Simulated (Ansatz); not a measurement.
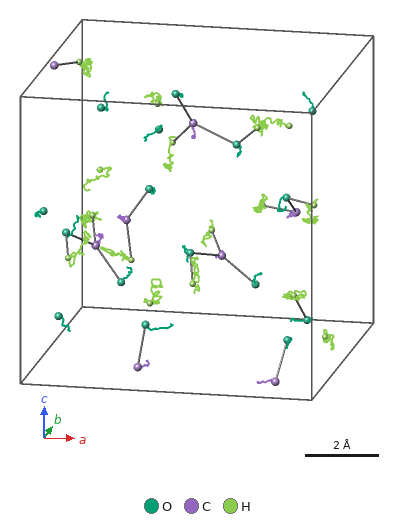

Molecular dynamics of a periodic cell with 8 HCOOH at 1.103 g/cm³, 170 fs long. It starts from the last geometry of an earlier run, with fresh velocities. Lines trace each atom's path, in the colour of its element; spheres stand at the starting positions. Seen slightly off an axis in the simulation cell.

Level of theory: DFT PBE-D3(BJ), scalar-relativistic, plane waves, PAW (Ansatz 0.2.0). Settings: plane-wave cutoff 420 eV; k-point mesh 1 × 1 × 1; Fermi-Dirac smearing 0.02 eV; low-accuracy preset; Langevin thermostat (NVT); set temperature 300 K; time step 0.5 fs; friction 0.01 per fs.

> Describe the motion.

Root-mean-square distances from the starting positions over the second half, with the common drift of all atoms taken out: H 0.56 Å, O 0.47 Å, C 0.35 Å. The heavy atoms stay within a fraction of a molecule's size of their starting places; so short a run doesn't tell a liquid from a solid.

Limits of the set-up: the program's low-accuracy preset was used; the periodic images lie only 8.2 Å apart, so the values are limited by the cell's size.
